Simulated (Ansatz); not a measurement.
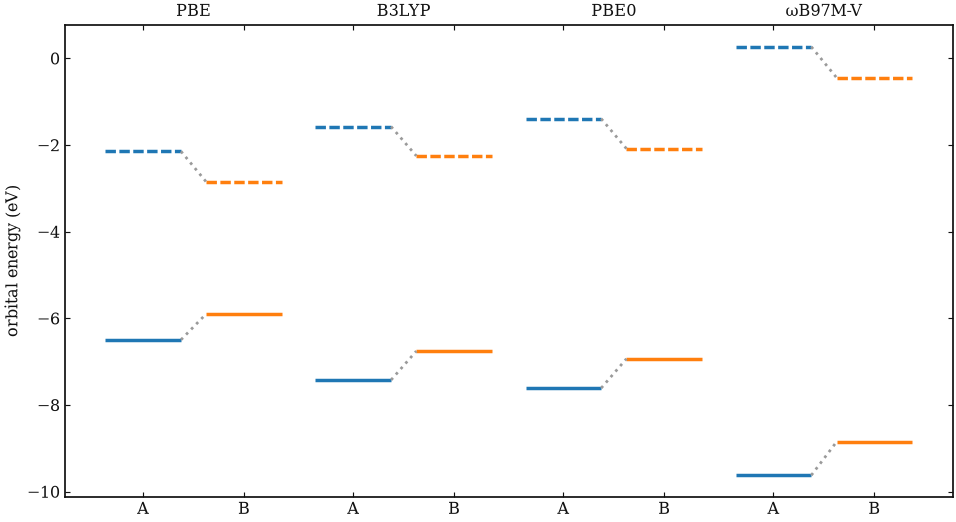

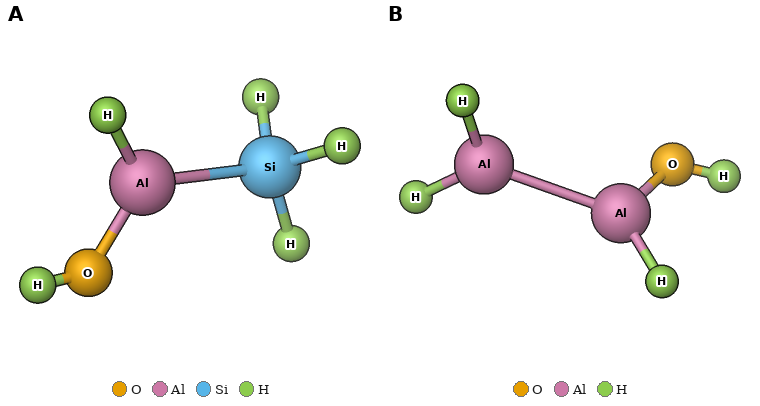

One change: A, AlSiH₅O (SMILES [OH][AlH][SiH3]), becomes B, Al₂H₄O (SMILES [OH][AlH][AlH2]). SiH₃ on Al is replaced by AlH₂. HOMO (solid) and LUMO (dashed) computed in def2-TZVPP at PBE0-D4/def2-TZVP geometries, both minima by their frequencies, gas phase, the Ansatz code 0.2.0. Empty levels above zero depend strongly on the basis.

Q: What does the change do to HOMO and LUMO?

A: PBE: the HOMO rises by 0.60 eV, the LUMO falls by 0.71 eV, and the separation goes from 4.35 to 3.05 eV. B3LYP: the HOMO rises by 0.67 eV, the LUMO falls by 0.68 eV, and the separation goes from 5.85 to 4.50 eV. PBE0: the HOMO rises by 0.68 eV, the LUMO falls by 0.69 eV, and the separation goes from 6.22 to 4.85 eV. ωB97M-V: the HOMO rises by 0.77 eV, the LUMO falls by 0.71 eV, and the separation goes from 9.89 to 8.41 eV.

Q: Do the functionals agree on the effect?

A: They agree on the direction for both levels; the HOMO shift lies between 0.60 and 0.77 eV and the LUMO shift between −0.71 and −0.68 eV, while the separations themselves differ by up to 5.5 eV between functionals.
